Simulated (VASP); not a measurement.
Band structure of MgF₂ (rutile). Computed with SCAN meta-GGA, VASP's PBE PAW potentials (set 64) (plane waves; VASP 6.6.1).

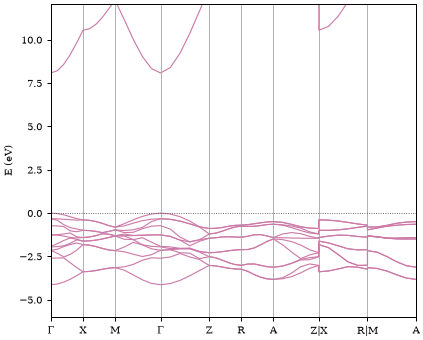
Figure. Bands along high-symmetry lines, zero at the valence-band maximum or, without a gap, the Fermi level

Task: Read the plot: is there a gap, and where are the band edges?

Result: The gap is direct, 8.09 eV, from the valence maximum at Γ to the conduction minimum at Γ.

Measured: gap 12.40 eV (computed value off by -4.31 eV), as given by Andrés Aguado et al., Journal of the Physical Society of Japan (1999), arXiv:cond-mat/9901145.

The compound is MgF2 in the rutile structure. It was relaxed first.
